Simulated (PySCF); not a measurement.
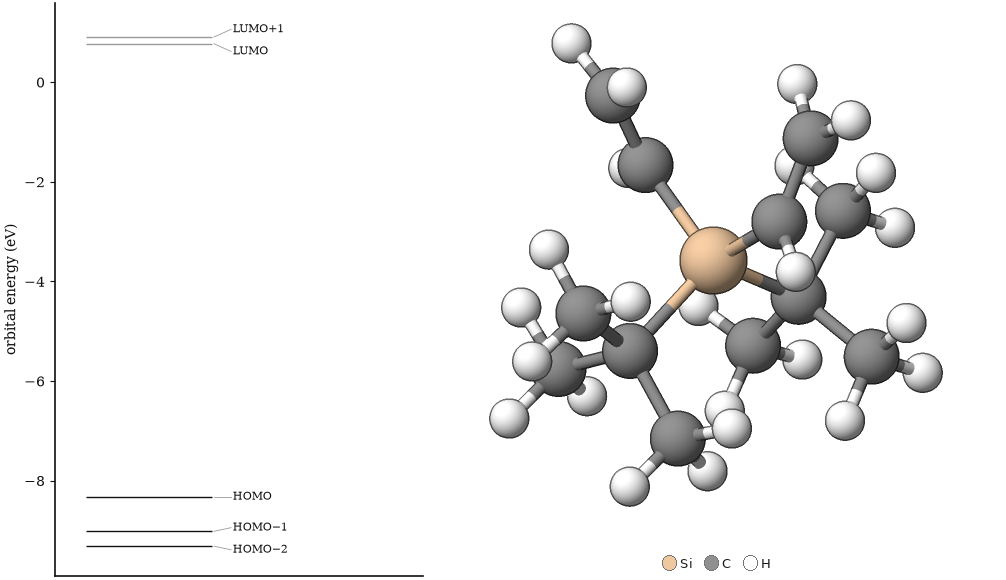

C₁₂H₂₄Si (Si(vinyl)2(tBu)2), SMILES C=C[Si](C=C)(C(C)(C)C)C(C)(C)C. Kohn-Sham orbital energies near the frontier, CAM-B3LYP/def2-SVPD in PySCF, at a PBE0-D3(BJ)/def2-SVP geometry (no frequency check), isolated molecule; empty levels in grey, levels within 0.03 eV side by side.

Q: Where do the frontier orbitals lie?

A: HOMO at −8.32 eV, LUMO at 0.77 eV, 9.10 eV apart.

Q: How far below the HOMO does the next level lie?

A: 0.69 eV.

Caveats: one conformer of a flexible molecule; empty levels above zero depend strongly on the basis.
